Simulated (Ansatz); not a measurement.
**HfO2 (baddeleyite type, space group P2_1/c), energy against volume**

HfO2 (baddeleyite type, space group P2_1/c)

```cif
data_Hf4O8
_chemical_formula_sum 'Hf4 O8'
_space_group_name_H-M_alt 'P 1'
_space_group_IT_number 1
_cell_length_a 5.11406
_cell_length_b 5.18158
_cell_length_c 5.29528
_cell_angle_alpha 90.000
_cell_angle_beta 99.469
_cell_angle_gamma 90.000
loop_
_space_group_symop_operation_xyz
  'x, y, z'
loop_
_atom_site_label
_atom_site_type_symbol
_atom_site_fract_x
_atom_site_fract_y
_atom_site_fract_z
_atom_site_occupancy
Hf1 Hf 0.27621 0.04185 0.20822 1
Hf2 Hf 0.72379 0.54185 0.29178 1
Hf3 Hf 0.72379 0.95815 0.79178 1
Hf4 Hf 0.27621 0.45815 0.70822 1
O1 O 0.07006 0.33377 0.34402 1
O2 O 0.92994 0.83377 0.15598 1
O3 O 0.92994 0.66623 0.65598 1
O4 O 0.07006 0.16623 0.84402 1
O5 O 0.44796 0.75767 0.47851 1
O6 O 0.55204 0.25767 0.02149 1
O7 O 0.55204 0.24233 0.52149 1
O8 O 0.44796 0.74233 0.97851 1
```

Equation-of-state scan: isotropic scaling of the cell above, V₀ being its volume. The atoms relax within the cell's symmetry.

Computed with r2SCAN (plane waves to 500 eV, PAW, scalar-relativistic; Ansatz, a first-principles code). k mesh 5×5×5 (Γ-centred), Fermi-Dirac smearing 0.05 eV. The energy includes the smearing's −TS. The points do not follow one Birch-Murnaghan curve well, so no fit is quoted. HfO2 is run without spin polarisation. HfO2 was relaxed with its symmetry unable to fall. Spin-orbit coupling is left out, though Hf is heavy. ΔE is measured from the relaxed starting cell.

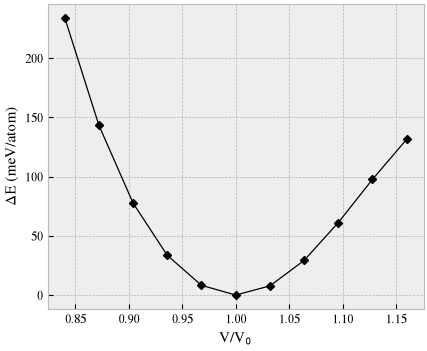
Figure. ΔE (meV/atom) against V/V₀; one marker a computed point.

The energy cost of the largest expansion comes out as 131.5 meV/atom, the pressure at the smallest volume is 45.6 GPa and the energy cost of the largest compression is 234.3 meV/atom.

(Under strain, the slope of the energy per volume gives the stress and its curvature an elastic modulus.)
